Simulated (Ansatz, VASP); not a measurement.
# PtF2 in two plane-wave programs

One calculation is typed for both programs; each brings its own data sets and cutoff. How far apart do they land? The cell is generated by rule, not measured, and may not be a known phase. The cell comes out of the VASP series on this material, whose earlier steps may have relaxed, scaled or displaced it; both programs get it as it stands.

Method: plane waves, with VASP 6.6.1 beside it; band structure at PBEsol and band structure at PBEsol, spin-orbit coupling, in Ansatz 0.2.0.

The structure was built from a prototype and need not be the compound's stable phase.

## (1) Starting point

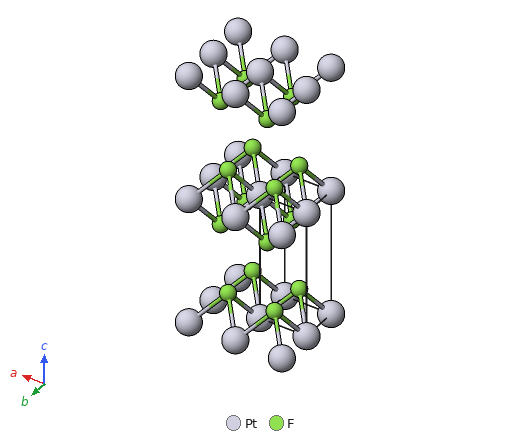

Start, viewed from a free direction; platinum light grey, fluorine green. 2×2×2 cells are drawn. Bonds to atoms that aren't drawn are left out. Some periodic images of atoms are drawn too.

## (2) Ansatz: band structure, PBEsol

Ansatz runs on its default PAW (the set named soft_2) files.

The same path points are solved in both programs, so levels can be compared one by one.

File input.yaml:

```yaml
crystal:
  lattice:
    - [2.941561819, 0.0, 0.0]
    - [-1.470780909, 2.547467262, 0.0]
    - [0.0, 0.0, 5.30178]
  atoms:
    - { symbol: Pt, position: [0.0, 0.0, 0.0] }
    - { symbol: F, position: [0.333333333, 0.666666667, 0.2753036815] }
    - { symbol: F, position: [0.666666667, 0.333333333, 0.7246963185] }
hamiltonian:
  xc: pbesol
  pseudopotentials: { kind: paw }
kpoints:
  mp_grid: { grid: [16, 16, 8] }
  band_path:
    path:
      - [0.0, 0.0, 0.0]
      - [0.15217, 0.0, 0.0]
      - [0.30435, 0.0, 0.0]
      - [0.47826, 0.0, 0.0]
      - [0.46377, 0.07246, 0.0]
      - [0.4058, 0.18841, 0.0]
      - [0.35507, 0.28986, 0.0]
      - [0.28986, 0.28986, 0.0]
      - [0.17391, 0.17391, 0.0]
      - [0.07246, 0.07246, 0.0]
      - [0.0, 0.0, 0.04348]
      - [0.0, 0.0, 0.19565]
      - [0.0, 0.0, 0.34783]
      - [0.0, 0.0, 0.5]
      - [0.15217, 0.0, 0.5]
      - [0.32609, 0.0, 0.5]
      - [0.47826, 0.0, 0.5]
      - [0.45652, 0.08696, 0.5]
      - [0.4058, 0.18841, 0.5]
      - [0.35507, 0.28986, 0.5]
      - [0.27536, 0.27536, 0.5]
      - [0.17391, 0.17391, 0.5]
      - [0.05797, 0.05797, 0.5]
      - [0.5, 0.0, 0.45652]
      - [0.5, 0.0, 0.30435]
      - [0.5, 0.0, 0.13043]
      - [0.33333, 0.33333, 0.0]
      - [0.33333, 0.33333, 0.17391]
      - [0.33333, 0.33333, 0.32609]
      - [0.33333, 0.33333, 0.5]
    npoints: 1
scf:
  occupations: { method: gaussian, width: 0.02 }
  n_extra_bands: 7
output:
  forces: true
  stress: true
  eigenvalues: true
```

Run with:

```sh
$ ansatz run input.yaml --threads 2 --pin off --max-ram 4608MiB --backend cpu --events-out ev --progress --plain --runs-dir out
```

Numbers of over 12 decimals in the logs are rounded to 6 here.

What it wrote:

```text
scf.n_extra_bands = 7 over 16 filled bands (N_el = 32.0): the run solves 23 bands
Engine: ansatz 0.2.0, aarch64-unknown-linux-gnu
Pseudopotentials: kind: paw
Pseudopotential: Pt, paw, valence charge 18, recommended cutoff 420 eV (normal), Pt.paw.azcp
Pseudopotential: F, paw, valence charge 7, recommended cutoff 420 eV (normal), F.paw.azcp
Functional definition: PBEsol
  exchange = pbesol_x
  correlation = pbesol_c
Crystal: 3 atoms, lattice volume = 39.729 Å³
Basis set: ecut = 420 eV, 761 PW (Γ), exchange–correlation on 40×40×72 points (8 copies of the dense FFT grid, shifted against one another)
Bands: 23, of which v1, the nominal top of the filled ones, is band 16 counted from 1 (15 counted from 0)
Symmetry: 12 space group operations
Space group: P-3m1 (ITA 164), of the structure as read, at distance tolerance 3.4e-5 Å
k-points: 213 of 2048
Non-local potential: Pt, projectors of the file, l = 0: 3, l = 1: 2, l = 2: 2, l = 3: 1
Non-local potential: F, projectors of the file, l = 0: 2, l = 1: 2, l = 2: 1
PAW form: soft (Blöchl's): semilocal exchange-correlation on the pseudo side does not see the compensation charge
PAW frozen core: Pt, regenerated for the run's functional, and the local potential with it (the file was generated under x = pbe(κ = 0.804, μ = 0.219515), c = pbe(β = 0.066725))
PAW frozen core: F, regenerated for the run's functional, and the local potential with it (the file was generated under x = pbe(κ = 0.804, μ = 0.219515), c = pbe(β = 0.066725))
PAW one-centre angular grid: Pt, 590 points (default); XC on 64 Gauss nodes
PAW one-centre angular grid: F, 110 points (default); XC on 64 Gauss nodes
Initial density: superposition of atomic densities (neutral atoms: chi_scale 0, normalization atom), corrected by the library's trained network
Initial wavefunctions: pseudopotential atomic-orbital guess
Functional: x = pbesol(κ = 0.804, μ = 0.123457), c = pbesol(β = 0.046)
SCF iter   1: F=—  HF=-13979.550845 eV  |F-HF|=—  |Δ(HF+E_count)|=         —  Δρ=2.47e-2  dr2=1.66e-1  ethr=1.77e-3  ⟨swp⟩=5.5  Hψ=22289  notcnv=0  defer=2
preconditioner: auto → LDOS  [metal: Δε(μ)=0.002 eV  Ē_g=17.034 eV  σ=0.020 eV  W_gap=0.05  n_scr=10 (ndim 8)  ℏωp=28.9 eV  f_vac=0.163  D(μ)=5.99/eV (n_scr^D=98)  β→1.0]
SCF iter   2: F=—  HF=-13979.528278 eV  |F-HF|=—  |Δ(HF+E_count)|=   2.26e-2  Δρ=1.12e-2  dr2=4.82e-2  ethr=5.18e-4  ⟨swp⟩=3.0  Hψ=10160  notcnv=0  defer=460
SCF iter   3: F=—  HF=-13979.524618 eV  |F-HF|=—  |Δ(HF+E_count)|=   3.66e-3  Δρ=9.42e-3  dr2=4.18e-2  ethr=1.51e-4  ⟨swp⟩=2.4  Hψ=7908  notcnv=0  defer=460
SCF iter   4: F=—  HF=-13979.520674 eV  |F-HF|=—  |Δ(HF+E_count)|=   3.94e-3  Δρ=6.32e-3  dr2=1.79e-2  ethr=1.31e-4  ⟨swp⟩=2.0  Hψ=5403  notcnv=0  defer=460
SCF iter   5: F=—  HF=-13979.518408 eV  |F-HF|=—  |Δ(HF+E_count)|=   2.27e-3  Δρ=2.03e-3  dr2=2.02e-3  ethr=5.58e-5  ⟨swp⟩=2.0  Hψ=5410  notcnv=0  defer=460
SCF iter   6: F=—  HF=-13979.518133 eV  |F-HF|=—  |Δ(HF+E_count)|=   2.75e-4  Δρ=4.84e-4  dr2=7.32e-5  ethr=6.32e-6  ⟨swp⟩=2.0  Hψ=6079  notcnv=0  defer=460
SCF iter   7: F=—  HF=-13979.518188 eV  |F-HF|=—  |Δ(HF+E_count)|=   5.58e-5  Δρ=1.35e-4  dr2=6.30e-6  ethr=2.29e-7  ⟨swp⟩=2.4  Hψ=7020  notcnv=0  defer=460
SCF iter   8: F=—  HF=-13979.518188 eV  |F-HF|=—  |Δ(HF+E_count)|=   5.37e-7  Δρ=3.02e-5  dr2=3.68e-7  ethr=1.97e-8  ⟨swp⟩=2.1  Hψ=6525  notcnv=0  defer=460
SCF iter   9: F=-13979.518188 eV  HF=-13979.518188 eV  |F-HF|=8.24e-9  |Δ(HF+E_count)|=   1.62e-8  Δρ=6.21e-6  dr2=9.80e-9  ethr=3.13e-10  ⟨swp⟩=9.5  Hψ=21027  notcnv=0
SCF 1 converged in 9 iterations: F = -13979.518188 eV  dr2 = 9.80e-9
  greatest PAW one-centre occupation: 1.000 electrons in one spin orbital (limit 2), on the Pt atom at site 0 (counted from 0), in its partial waves of l = 0
NSCF: frozen V_eff on 30 k-points
SCF converged after 9 iterations
Free energy (F): -13979.518188 eV
Harris-Foulkes:  -13979.518188 eV  (|F-HF|=8.24e-9)
Internal energy: -13979.516683 eV  (E = F + TS)
E sigma→0 (E₀):  -13979.517435 eV
Entropy (-TS):   -0.001505 eV (-0.502 meV/atom)
Fermi energy:    9.338153 eV
--- Per-component energies (eV) ---
  E_band       = -385.373354
  E_kinetic    = 1044.540555
  E_local      = -3700.110840  (includes V_loc(G=0)·N_el)
  E_nonlocal   = 355.107761
  E_hartree    = 1417.394353
  E_xc         = -412.794565
  E_vxc        = -498.883211  (∫ρ·V_xc dr)
  E_paw        = -9702.880884  (= ΣΔE_a)
  E_vpaw       = -420.821312  (= ΣTr[D̂ρ^β])
  E_aug_tail   = 0.004163  (compensation charges beyond the density's cutoff)
  E_ewald      = -2981.149092
  E_core_change = 0.371866  (= ΣΔE_core)
  E_smearing   = -0.001505  (= −TS)
  E_closure    = -0.000000  (closes the sum)
  Σ components = -13979.518188   (vs F -13979.518188, Δ=0.00e0)
--- Forces (eV/Å), atoms counted from 1 ---
  atom   1  Pt     0.00000000     0.00000000     0.00000000
  atom   2  F     -0.00000000    -0.00000000    -0.02706662
  atom   3  F      0.00000000     0.00000000     0.02706662
  max |Σ_I F_I| component: 2.31e-18 eV/Å
--- Stress (GPa, compression-positive) ---
        5.828480       0.000000      -0.000000
        0.000000       5.828480       0.000000
       -0.000000       0.000000       0.088480
  P = ⅓ Tr σ = 3.9151 GPa (39.151 kbar)
--- Band table (eV; the first three rows and the last of 213) ---
  k-point 0: bands = [... 12 lower, 6.4825, 7.0997, 7.0997, 9.0020, 9.0020, 9.5501, 16.6645, 19.9284, ... 3 higher]
  k-point 1: bands = [... 12 lower, 6.5352, 7.0998, 7.0998, 9.0094, 9.0094, 9.6652, 16.4133, 20.2410, ... 3 higher]
  k-point 2: bands = [... 12 lower, 6.6281, 7.0999, 7.0999, 9.0273, 9.0273, 9.9516, 15.8880, 20.9588, ... 3 higher]
  k-point 212: bands = [... 12 lower, 7.4086, 7.6475, 8.4104, 9.5780, 9.5840, 15.8572, 18.1075, 19.4673, ... 3 higher]
```

It took 11 s on 2 threads of Arm Neoverse N1, shared host; peak memory 0.4 GiB.

In the SCF lines HF is the Harris–Foulkes energy and dr2 the Hartree energy of the density residual, in eV; the loop may stop once dr2 is under the threshold and the program's other checks hold. Hψ counts applications of the Hamiltonian.

## (3) VASP: band structure, PBEsol

The same cell, functional, mesh and smearing now go to VASP, with its own data sets and cutoff.

Lines of VASP's logs that name or quote its potential files are left out, and so is its time.

File INCAR:

```
SYSTEM = PtF2
PREC = Accurate
ENCUT = 520
EDIFF = 1E-06
NELM = 100
ISMEAR = 0
SIGMA = 0.02
LREAL = .FALSE.
ALGO = Normal
GGA = PS
NBANDS = 25
LASPH = .TRUE.
LORBIT = 11
LWAVE = .FALSE.
LCHARG = .FALSE.
KPAR = 4
ISIF = 2
```

File POSCAR:

```
PtF2
1.0
    2.9415618190      0.0000000000      0.0000000000
   -1.4707809090      2.5474672620      0.0000000000
    0.0000000000      0.0000000000      5.3017800000
Pt F
1 2
Direct
    0.0000000000      0.0000000000      0.0000000000
    0.3333333330      0.6666666670      0.2753036815
    0.6666666670      0.3333333330      0.7246963185
```

File KPOINTS:

```
Automatic mesh
0
Gamma
16 16 8
0 0 0
```

File KPOINTS_OPT:

```
Line mode
24
Line-mode
Reciprocal
  0.00000000   0.00000000   0.00000000 GAMMA
  0.50000000   0.00000000   0.00000000 M

  0.50000000   0.00000000   0.00000000 M
  0.33333333   0.33333333   0.00000000 K

  0.33333333   0.33333333   0.00000000 K
  0.00000000   0.00000000   0.00000000 GAMMA

  0.00000000   0.00000000   0.00000000 GAMMA
  0.00000000   0.00000000   0.50000000 A

  0.00000000   0.00000000   0.50000000 A
  0.50000000   0.00000000   0.50000000 L

  0.50000000   0.00000000   0.50000000 L
  0.33333333   0.33333333   0.50000000 H

  0.33333333   0.33333333   0.50000000 H
  0.00000000   0.00000000   0.50000000 A

  0.50000000   0.00000000   0.50000000 L
  0.50000000   0.00000000   0.00000000 M

  0.33333333   0.33333333   0.00000000 K
  0.33333333   0.33333333   0.50000000 H
```

PAW data sets: Pt and F (PBE family, release 64).

Run with:

```sh
$ mpirun -np 4 vasp_std
```

What it wrote:

```text
[banner, memory and clock lines left out]
running    4 mpi-ranks, on    1 nodes
 distrk:  each k-point on    1 cores,    4 groups
 distr:  one band on    1 cores,    1 groups

 POSCAR found type information on POSCAR PtF
 POSCAR found :  2 types and       3 ions
|                                                                             |
|               ----> ADVICE to this user running VASP <----                  |
|                                                                             |
|     You enforced a specific xc type in the INCAR file but a different       |
|     [... a line on the potential file left out ...]
|     I HOPE YOU KNOW WHAT YOU ARE DOING!                                     |
|                                                                             |

 LDA part: xc-table for (Slater+PW92), standard interpolation
 POSCAR, INCAR and KPOINTS ok, starting setup
 FFT: planning ... GRIDC
 FFT: planning ... GRID_SOFT
 FFT: planning ... GRID
 WAVECAR not read
 entering main loop
       N       E                     dE             d eps       ncg     rms          rms(c)
DAV:   1     0.135884171173E+03    0.13588E+03   -0.12965E+04 10810   0.917E+02
DAV:   2    -0.830795997068E+01   -0.14419E+03   -0.13867E+03 12885   0.243E+02
DAV:   3    -0.130606526542E+02   -0.47527E+01   -0.47134E+01 12936   0.407E+01
DAV:   4    -0.130899832299E+02   -0.29331E-01   -0.29327E-01 12897   0.349E+00
DAV:   5    -0.130902741108E+02   -0.29088E-03   -0.29088E-03 13247   0.356E-01    0.168E+01
DAV:   6    -0.118446740676E+02    0.12456E+01   -0.85371E+00 11690   0.228E+01    0.154E+01
DAV:   7    -0.113202157715E+02    0.52446E+00   -0.16148E+00 11650   0.120E+01    0.903E+00
DAV:   8    -0.113061102437E+02    0.14106E-01   -0.31486E-01 12263   0.421E+00    0.920E-01
DAV:   9    -0.112968942983E+02    0.92159E-02   -0.16069E-02 11792   0.966E-01    0.411E-01
DAV:  10    -0.112938782792E+02    0.30160E-02   -0.60609E-03 12218   0.614E-01    0.937E-02
DAV:  11    -0.112938317772E+02    0.46502E-04   -0.22237E-04 12993   0.117E-01    0.313E-02
DAV:  12    -0.112938321755E+02   -0.39829E-06   -0.33103E-05 12314   0.445E-02    0.957E-03
DAV:  13    -0.112938328438E+02   -0.66831E-06   -0.25748E-06 12212   0.107E-02
   1 F= -.11293833E+02 E0= -.11293065E+02  d E =-.153524E-02
 Start KPOINTS_OPT (optional k-point list driver)
k-point batch [1-213\216]
       N       E                     dE             ncg
DAV:   1     0.123649855947E+05   -0.14431E+06    10722
DAV:   2    -0.183317956873E+05   -0.30697E+05    12867
DAV:   3    -0.193192441846E+05   -0.98745E+03    12825
DAV:   4    -0.193264486692E+05   -0.72045E+01    13182
DAV:   5    -0.193265428171E+05   -0.94148E-01    13170
DAV:   6    -0.193265446656E+05   -0.18485E-02    13726
DAV:   7    -0.193265447043E+05   -0.38732E-04    12475
DAV:   8    -0.193265447053E+05   -0.99885E-06    10594
k-point batch [214-216\216]
       N       E                     dE             ncg
DAV:   1     0.159625201839E+06   -0.33703E+04      150
DAV:   2     0.159189576290E+06   -0.43563E+03      187
DAV:   3     0.159176178553E+06   -0.13398E+02      170
DAV:   4     0.159176077101E+06   -0.10145E+00      164
DAV:   5     0.159176075691E+06   -0.14102E-02      169
DAV:   6     0.159176075662E+06   -0.29023E-04      164
DAV:   7     0.159176075661E+06   -0.70911E-06      169
```

OUTCAR, selected parts (step 3):

```text
ion  position               nearest neighbor table
   1  0.000  0.000  0.000-   2 2.24   3 2.24   2 2.24   3 2.24   3 2.24   2 2.24
   2  0.333  0.667  0.275-   1 2.24   1 2.24   1 2.24
   3  0.667  0.333  0.725-   1 2.24   1 2.24   1 2.24

  LATTYP: Found a hexagonal cell.
 ALAT       =     2.9415618190
 C/A-ratio  =     1.8023690564

 Subroutine GETGRP returns: Found 12 space group operations
 (whereof 12 operations were pure point group operations)

The static configuration has the point symmetry D_3d.

 Found    213 irreducible k-points:

   k-points           NKPTS =    213   k-points in BZ     NKDIM =    213   number of bands    NBANDS=     25

   dimension x,y,z NGX =    24 NGY =   24 NGZ =   40
   dimension x,y,z NGXF=    48 NGYF=   48 NGZF=   80

   ENCUT  =  520.0 eV  38.22 Ry    6.18 a.u.   5.47  5.47  9.86*2*pi/ulx,y,z

   NELECT =      24.0000    total number of electrons

 k-points in reciprocal lattice and weights: Automatic mesh
   0.00000000  0.00000000  0.00000000       0.000
   0.06250000  0.00000000  0.00000000       0.003
   0.12500000  0.00000000  0.00000000       0.003
   0.18750000  0.00000000  0.00000000       0.003
   0.25000000  0.00000000  0.00000000       0.003
   0.31250000  0.00000000  0.00000000       0.003
   0.37500000  0.00000000  0.00000000       0.003
   0.43750000  0.00000000  0.00000000       0.003
   0.50000000  0.00000000  0.00000000       0.001
[...]
0.37500000  0.25000000  0.50000000       0.003
   0.31250000  0.31250000  0.50000000       0.003

 average (electrostatic) potential at core
       1 -70.1470       2 -76.4943       3 -76.4943

 E-fermi :   3.4237

 k-point     1 :       0.0000    0.0000    0.0000
  band No.  band energies     occupation
    ...
      9       0.5808      2.00000
     10       1.1940      2.00000
     11       1.1940      2.00000
     12       3.0910      2.00000
     13       3.0910      2.00000
     14       3.6311      0.00000
     15      10.7563      0.00000
     16      14.0532      0.00000
     17      21.0587      0.00000
     18      22.3863      0.00000
    ...

 k-point     2 :       0.0625    0.0000    0.0000
  band No.  band energies     occupation
    ...
      9       0.6147      2.00000
     10       1.1759      2.00000
     11       1.2576      2.00000
     12       3.0899      2.00000
     13       3.1138      2.00000
     14       3.8035      0.00000
     15      10.9623      0.00000
     16      14.0757      0.00000
     17      21.1160      0.00000
     18      21.7723      0.00000
    ...

 k-point     3 :       0.1250    0.0000    0.0000
  band No.  band energies     occupation
    ...
      9       0.6547      2.00000
     10       1.1734      2.00000
     11       1.4313      2.00000
     12       3.0898      2.00000
     13       3.1779      2.00000
     14       4.2549      0.00000
     15      11.5360      0.00000
     16      14.1521      0.00000
     17      20.2390      0.00000
     18      21.4662      0.00000
    ...

  Total        1.4218036      1.4218036     -0.0141684      0.0000000      0.0000000     -0.0000000
  in kB       57.3379146     57.3379146     -0.5713784      0.0000000      0.0000000     -0.0000000
  external PRESSURE =      38.0348169 kB  Pullay stress =       0.0000000 kB

  energy-cutoff  :      520.00
  volume of cell :       39.73
      direct lattice vectors                 reciprocal lattice vectors
     2.941561819  0.000000000  0.000000000     0.339955460  0.196273376  0.000000000
    -1.470780909  2.547467262  0.000000000     0.000000000  0.392546752  0.000000000
     0.000000000  0.000000000  5.301780000     0.000000000  0.000000000  0.188615899

 POSITION                                       TOTAL-FORCE (eV/Angst)
 -----------------------------------------------------------------------------------
      0.00000      0.00000      0.00000         0.000000      0.000000     -0.000000
     -0.00000      1.69831      1.45960        -0.000000     -0.000000     -0.002243
      1.47078      0.84916      3.84218        -0.000000      0.000000      0.002243
 -----------------------------------------------------------------------------------
    total drift:                                0.000000     -0.000000     -0.000000

  FREE ENERGIE OF THE ION-ELECTRON SYSTEM (eV)
  ---------------------------------------------------
  free  energy   TOTEN  =       -11.2938328438 eV

  energy  without entropy=      -11.2922976066  energy(sigma->0) =      -11.29306523

 total charge
# of ion       s       p       d       tot
------------------------------------------
    1        0.409   0.383   8.032   8.824
    2        1.751   4.217   0.000   5.968
    3        1.751   4.217   0.000   5.968
--------------------------------------------------
tot          3.911   8.817   8.032  20.760

[... 3 further parts left out ...]
```

The run ends at a pressure of 3.80 GPa, with forces up to 0.0022 eV/Å.

## (4) Differences

Known differences besides the PAW data sets themselves: the data sets hold 32 valence electrons in Ansatz (default PAW (the set named soft_2) files) and 24 in VASP; the cutoff is 420 eV in Ansatz and 520 eV in VASP; Ansatz makes its cores anew for this functional, VASP keeps those of its PBE data sets. Total energies have different zeros and are not compared.

Both answers:

```tsv
quantity	Ansatz	VASP	difference
pressure (GPa)	3.92	3.80	+0.11
```

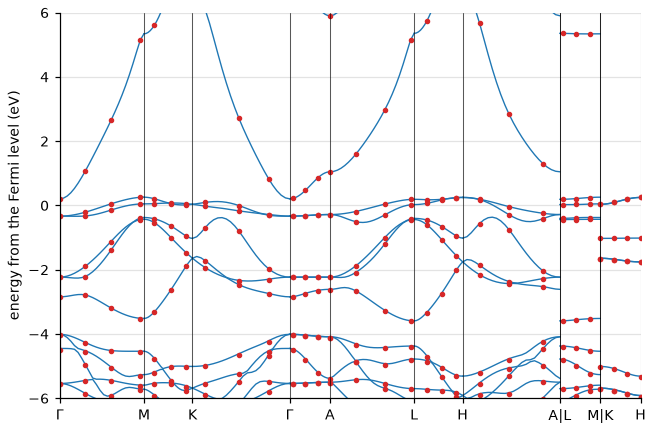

Bands from VASP (lines) and levels from Ansatz (dots). Dots without a line are higher empty bands that the VASP plot leaves out.

At this near-relaxed geometry the largest component of a force difference is 25 meV/Å. Levels from 3 eV below to 2 eV above the Fermi level differ by 7 meV r.m.s. and 15 meV at most; each VASP level is matched to the nearest of Ansatz, which flatters the figure a little. Ansatz's pressure holds a Pulay correction of 0.68 GPa; VASP's holds none.

(Continued in part 2 of 2.)

[Lines on the potential files, build, host, timing and source positions are cut from VASP's logs without a mark.]

[Logs are printed without paths, hosts, clocks, repeated set-up lines and the standing remarks that a program may print on its own settings, such as how far it seeks lower states.]

[Hosts, paths, dates, database ids (printed as entryN), source tags and the programs' standing remarks are cut or masked in the printed files.]
